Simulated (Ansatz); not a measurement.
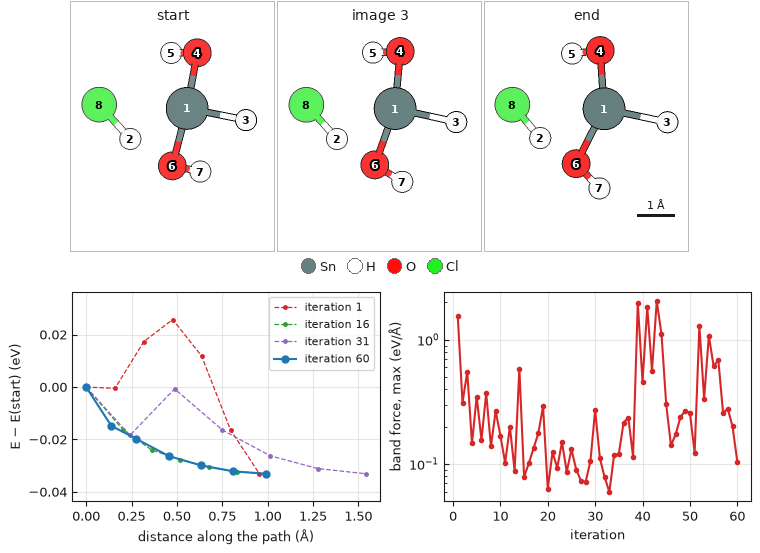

NEB run on SnH4O2Cl (multiplicity 2). Images are numbered from 0 (start) to 6 (end). The plot follows the band through its iterations. Style: ball-and-stick. Shown from a free direction.

These are results of UKS B3LYP-D4/def2-SVP (Ansatz 0.2.0), not measurements. Run with 5 movable images; climbing image; force threshold 0.03 eV/Å; iteration limit 60; starting path by straight interpolation.

> How did the profile develop, and is the result final?

The result isn't final. The band hadn't converged when the run stopped after 60 iterations. The largest component of the band force went from 1.5 to 0.1 eV/Å. The largest force component is 0.38 eV/Å at the start and 0.02 eV/Å at the end; an end with forces this large is no minimum, and the barrier measured from it can be far off. The straight starting path can push atoms close together and costs iterations. The first iteration put the highest image at 0.026 eV. No barrier shows: the energy is highest at the start, and the end lies 0.033 eV below the start.

The run took 17 min on 4 threads of AMD EPYC 7R43 64-Core Processor (Zen 3) (shared host), peak memory 0.3 GiB.
